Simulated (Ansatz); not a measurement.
Abstraction of Br: CHBr2Cl + GeH(CH3)2 → CHBrCl + GeH(CH3)2Br

Species: CHBr2Cl (chlorodibromomethane) `ClC(Br)Br`, singlet; GeH(CH3)2, doublet; CHBrCl `Cl[CH]Br`, doublet; GeH(CH3)2Br, singlet. A radical takes Br: the energy is the difference in strength between the C–Br bond broken and the Ge–Br bond made.

Shapes, held fixed at every level: PBE0-D4/def2-TZVP. Programs: Ansatz 0.2.0. Electronic energies: no zero-point or thermal term.

| level | kind | ΔE (kJ/mol) | less CCSD(T)/def2-TZVPP |
| --- | --- | --- | --- |
| PBE-D4/def2-TZVPP | GGA | -117.6 | +8.5 |
| B3LYP-D4/def2-TZVPP | global hybrid | -128.0 | -1.9 |
| PBE0-D4/def2-TZVPP | global hybrid | -129.1 | -3.0 |
| wB97X-V/def2-TZVPP | range-separated hybrid | -134.1 | -8.0 |
| B2PLYP/def2-TZVPP | double hybrid | -128.4 | -2.3 |
| MP2/def2-TZVPP | perturbation theory | -113.9 | +12.2 |
| CCSD/def2-TZVPP | coupled cluster or CI | -131.8 | -5.7 |
| CCSD(T)/def2-TZVPP | coupled cluster or CI | -126.1 | 0.0 |

The highest level, CCSD(T)/def2-TZVPP, gives ΔE = -126.1 kJ/mol; the levels span -134.1 to -113.9. The column of differences is taken from that level and isn't an error. No measured value is set beside it here. Open shells run unrestricted unless RO is named. Relativity is left out for Br, Ge unless named. Correlated rows may include outer-core shells of Br, Ge, which these sets cover unevenly.

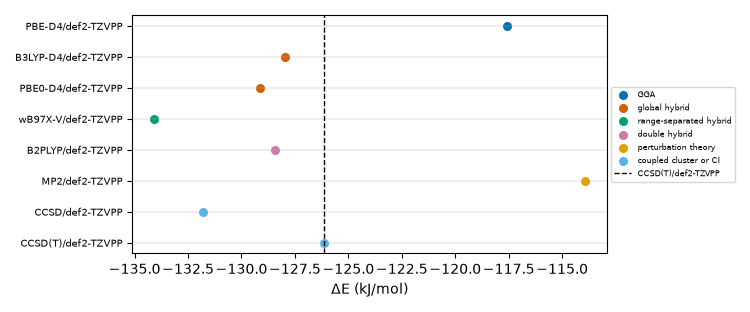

The values of the table, level by level.
